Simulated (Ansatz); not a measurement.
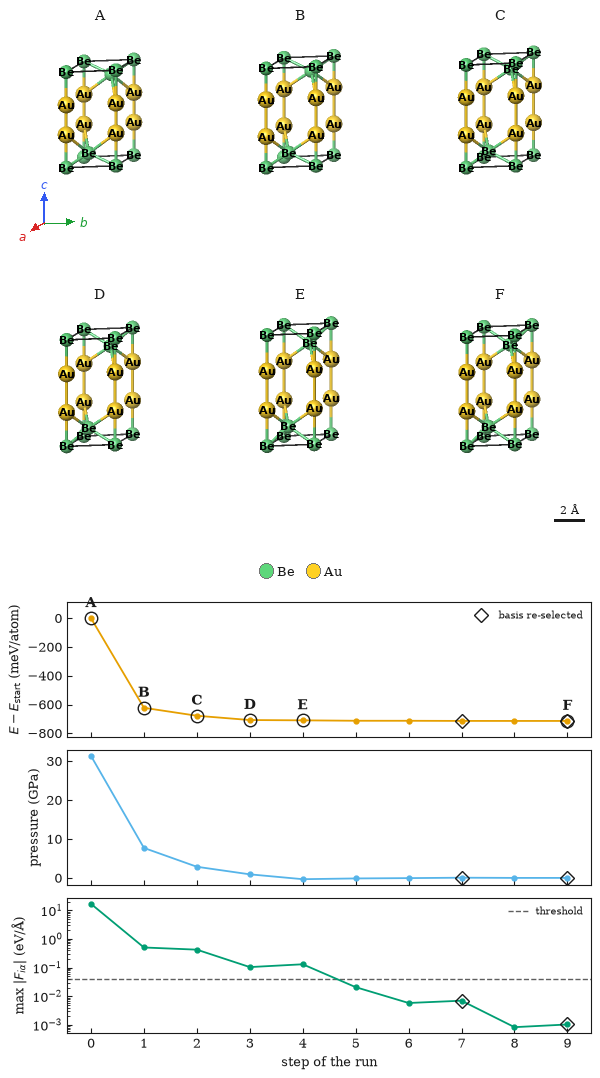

Frames of a relaxation of solid Be3Au2 (a generated structure, set up in P-3m1) (coarse preliminary run), marked on the history of the run. The picture is a ball-and-stick view of the cell of the calculation, seen slightly off an axis.

These are results of DFT PBE, scalar-relativistic, plane waves, PAW (Ansatz), not measurements.

Input
```yaml
crystal:
  lattice:
    - [3.40438796, 0.0, 0.0]
    - [-1.70219398, 2.94828646, 0.0]
    - [0.0, 0.0, 6.6166091]
  atoms:
    - { symbol: Be, position: [0.33333333, 0.66666667, 0.89143136] }
    - { symbol: Be, position: [0.66666667, 0.33333333, 0.10856864] }
    - { symbol: Be, position: [0.0, 0.0, 0.0] }
    - { symbol: Au, position: [0.0, 0.0, 0.34352687] }
    - { symbol: Au, position: [0.0, 0.0, 0.65647313] }
basis:
  ecutwfc: 420
kpoints:
  mp_grid: { grid: [6, 6, 4] }
hamiltonian:
  xc: pbe
scf:
  occupations: { method: gaussian, width: 0.1 }
  lower_state_search: "off"
output:
  forces: true
  stress: true
  eigenvalues: true
relax:
  adjacent_minimum: "off"
  f_tol: 0.04
  max_steps: 70
  cell: { stress_tol: 0.4 }
```

Run as
```bash
ansatz run input.yaml --threads 1 --pin off --max-ram 2560MiB --backend cpu --events-out ev --progress --plain --runs-dir out
```

Describe the path.

Answer. After 7 accepted moves (9 points after the start) the energy has fallen by 714 meV per atom. Largest force component: 17 eV/Å at the start, 0.001 eV/Å at the end. Pressure: 31.37 GPa at the start and 0.02 GPa at the end. At 2 points the geometry stayed and the basis and grid were re-selected for the new cell (energy shift of 0.9 meV per atom at most each time). The largest moves relative to the cell, 0.26 Å, are those of Be1 and Be2. Be2 goes along +c. By element the largest moves are Be 0.26 Å, Au 0.17 Å. The drawn cell changes as follows: a = b 3.404 → 3.278 Å (−3.7 %), c 6.617 → 7.557 Å (+14.2 %); the volume changes by +5.9 %. Some distances before and after: Au4–Au5 2.071 → 2.706 Å, Be1–Au5 2.506 → 2.324 Å, Be3–Au4 2.273 → 2.426 Å, Be1–Be3 2.093 → 2.177 Å. Bond angles that change, for instance: Be3–Be1–Be3 108.9° → 97.7°, Be3–Be1–Au5 58.4° → 65.1°, Be3–Be1–Au5 125.5° → 129.9°. The space group stays P-3m1 (No. 164). The run took 13 s on 1 thread of AMD EPYC 9R14 (Zen 4) (shared host), peak memory 0.4 GiB. From step 0 to 1: Au atoms move most (0.20 Å), volume +4.3 %, energy −623 meV per atom. From step 1 to 2: Be atoms move most (0.07 Å), volume +2.3 %, energy −55.3 meV per atom. From step 2 to 3: Be atoms move most (0.11 Å), volume −0.6 %, energy −29.8 meV per atom. From step 3 to 4: Be atoms move most (0.06 Å), volume −1.3 %, energy −2.1 meV per atom. From step 4 to 9: Au atoms move most (0.02 Å), volume +1.3 %, energy −4.2 meV per atom.

| step | E − E(0), meV/atom | largest force component, eV/Å | pressure, GPa | volume, Å³/atom | note |
| --- | --- | --- | --- | --- | --- |
| 0 | 0.00 | 16.8302 | 31.37 | 13.282 |  |
| 1 | -622.87 | 0.5044 | 7.72 | 13.848 |  |
| 2 | -678.17 | 0.4232 | 2.88 | 14.164 |  |
| 3 | -707.95 | 0.1042 | 0.93 | 14.084 |  |
| 4 | -710.03 | 0.1306 | -0.31 | 13.894 |  |
| 5 | -712.97 | 0.0207 | -0.12 | 14.033 |  |
| 6 | -713.11 | 0.0058 | -0.04 | 14.092 |  |
| 7 | -714.04 | 0.0070 | 0.07 | 14.092 | same geometry, new basis |
| 8 | -714.20 | 0.0008 | 0.02 | 14.068 |  |
| 9 | -714.19 | 0.0010 | 0.02 | 14.068 | same geometry, new basis |
